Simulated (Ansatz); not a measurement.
# GeH$_{4}$O···HCl: what the fields show

Input

```
crystal:
  periodic: [false, false, false]
  atoms:
    - {symbol: Ge, position_ang: [-0.680163, -0.721617, 0.583321]}
    - {symbol: O, position_ang: [0.204591, 0.814718, 0.261378]}
    - {symbol: H, position_ang: [-1.886485, -0.804994, -0.364660]}
    - {symbol: H, position_ang: [0.364750, -1.799099, 0.301258]}
    - {symbol: H, position_ang: [-1.136177, -0.709901, 2.050333]}
    - {symbol: H, position_ang: [1.335581, 0.846538, -1.062388]}
    - {symbol: Cl, position_ang: [2.142053, 0.774321, -2.093473]}
    - {symbol: H, position_ang: [-0.344049, 1.600032, 0.324232]}
basis:
  gaussian: {orbitals: def2-TZVPP}
hamiltonian: {xc: pbe0, dispersion: d4}
output: {orbitals: {seedname: orbitals}}
```

Launched as:

```sh
ansatz run in.yaml --threads 4 --pin off --events-out ev --progress --plain --max-ram 9574MiB
```

The reactant side of a reaction path; geometry: PBE0-D4/def2-TZVP.

Theory: RKS PBE0-D4/def2-TZVPP (Ansatz).

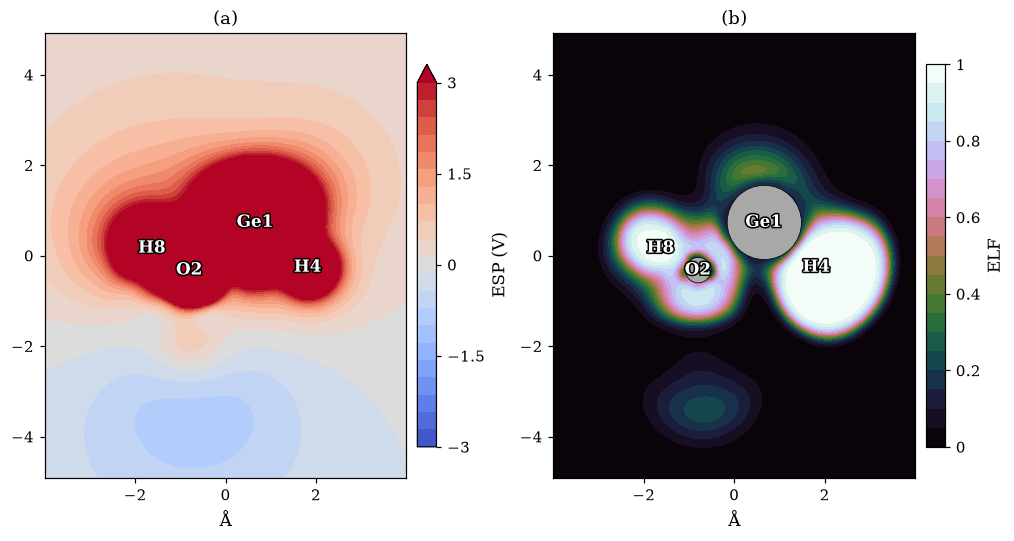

Figure 1. (a) electrostatic potential; (b) electron localisation function on the plane of atoms Ge1, O2 and H8. Grey discs cover the atomic cores in the ELF map.

**What do the fields say about this system?**

The section cuts through Ge, O and H sites.
Ge–O (1.80 Å): the ELF peaks at about 0.85 in the valence shell of O, 0.6 Å from its nucleus, and is about 0.35 at the midpoint.
O–H (0.96 Å): the ELF climbs to about 1 towards the hydrogen, as it does in any bond to H (an ordinary covalent bond to hydrogen).
Ge–H (1.53 Å): the ELF climbs to about 1 towards the hydrogen.
Outside the dense part of the complex the potential is most negative (−0.9 V) near Cl7, which lies off the plane.

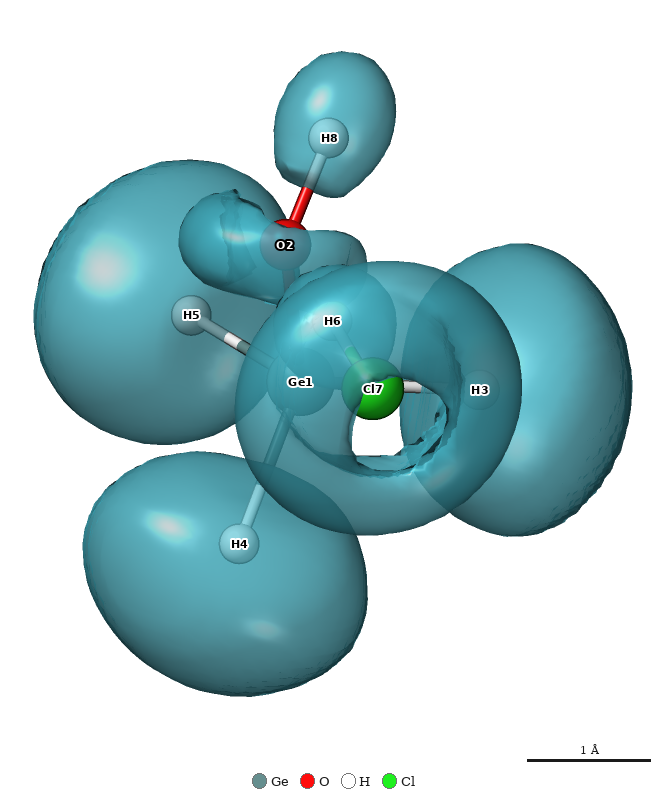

Figure 2. Isosurface of the electron localisation function at 0.85 (cyan), seen at an oblique angle. Core shells and regions of very low density are left out.

**Identify the bonds, lone pairs and shells in this picture.**

The surface consists of five regions around hydrogen nuclei, one ring or bowl of non-bonding electrons around Cl and one region wrapped around O (its valence shell). Along the contacts the grid gives the following. O2···H6 (1.74 Å): the ELF dips to about 0.20 between them.

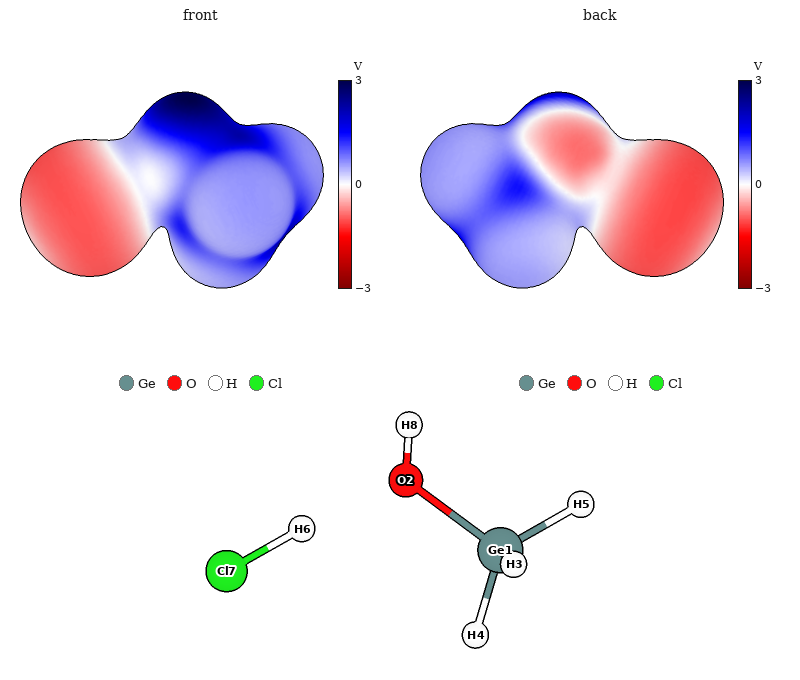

Figure 3. The molecular electrostatic potential painted on the density surface at 0.002 e/bohr³, seen from the front and from behind; the colour scale runs from red (negative) to blue (positive). The bare structure is drawn below in the same view.

**Which sites attract a positive test charge, and which a negative one?**

A positive charge is drawn to the negative regions and a negative charge to the positive ones. The most negative region (about −1.1 V) lies over Cl7, the most positive (about +2.9 V) over H8.
